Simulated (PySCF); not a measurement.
# BF (SMILES [B]F) at HF/3-21G

What is the energy change on altering one bond length of BF at HF/3-21G? Input form: a Python script.

The calculation is run with PySCF 2.14.0.

4 further runs of the same task are left out: 4 set aside as unsound or not needed.

## (1) Starting point

BF has 2 atoms, charge 0, and is taken as a singlet. SMILES: `[B]F`. The shape is that of a PBE0-D4/def2-TZVP optimisation.

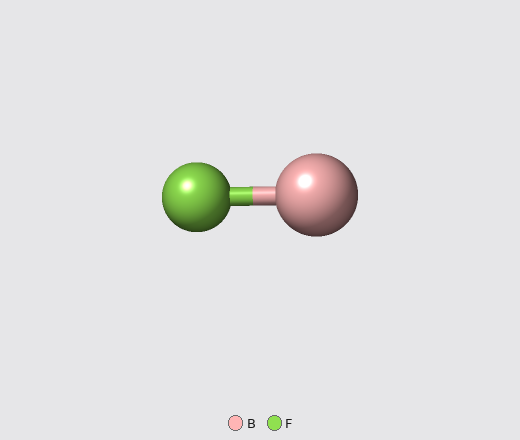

The structure, seen from a chosen angle (boron pink, fluorine green).

## (2) The energy at HF/3-21G

Input file run.py:

```python
from pyscf import gto

mol = gto.M(
    atom='''
B    0.000000   0.000000  -0.009350
F    0.000000   0.000000   1.253740
''',
    spin=0,
    max_memory=1860,
    basis='3-21g',
    verbose=3,
)

myscf = mol.RHF()
myscf.conv_tol = 1e-10
myscf.kernel()
if not myscf.converged:
    myscf = myscf.newton().run(myscf.mo_coeff, myscf.mo_occ)

etot = myscf.e_tot
print(f'total energy: {etot:.8f} hartree')
```

Command:

```sh
$ OMP_NUM_THREADS=1 python run.py
```

Output:

```text
converged SCF energy = -123.431826647951
total energy: -123.43182665 hartree
```

It took 0.56 s on 1 thread of Arm Neoverse V2, shared host; peak memory 0.12 GiB.

## (3) The distorted shape at the same level

Input file job.py:

```python
from pyscf import gto, scf

molecule = gto.Mole()
molecule.atom = 'B 0.000000 -0.000000 -0.198860; F -0.000000 0.000000 1.253740'
molecule.verbose = 3
molecule.spin = 0
molecule.max_memory = 1860
molecule.basis = '3-21g'
molecule.build()

mf = scf.RHF(molecule)
mf.conv_tol = 1e-10
mf.kernel()
if not mf.converged:
    mf = mf.newton().run(mf.mo_coeff, mf.mo_occ)

e_tot = mf.e_tot
print('Final energy', e_tot)
```

Command:

```sh
$ OMP_NUM_THREADS=1 python job.py
```

Output:

```text
converged SCF energy = -123.416338354196
Final energy -123.41633835419562
```

Wall time 0.46 s (1 thread of Arm Neoverse V2, shared host); peak memory 0.099 GiB.

## (4) What came out

Level: HF/3-21G.

```
                                                         quantity          value
                                        first shape: total energy  -123.43183 Eh
                                       first shape: dipole moment         0.78 D
                                         first shape: HOMO energy      -10.88 eV
                                         first shape: LUMO energy        3.24 eV
                                       first shape: HOMO–LUMO gap       14.12 eV
                                    distorted shape: total energy  -123.41634 Eh
                                   distorted shape: dipole moment         0.15 D
                                     distorted shape: HOMO energy      -11.44 eV
                                     distorted shape: LUMO energy        2.35 eV
                                   distorted shape: HOMO–LUMO gap       13.79 eV
energy change with the B1–F2 bond stretched from 1.263 to 1.453 Å       0.421 eV
```

What this shows: With the B1–F2 bond stretched from 1.263 to 1.453 Å the energy rises by 0.42 eV (40.7 kJ/mol). The first shape isn't relaxed at this level, so the change isn't measured from a minimum.
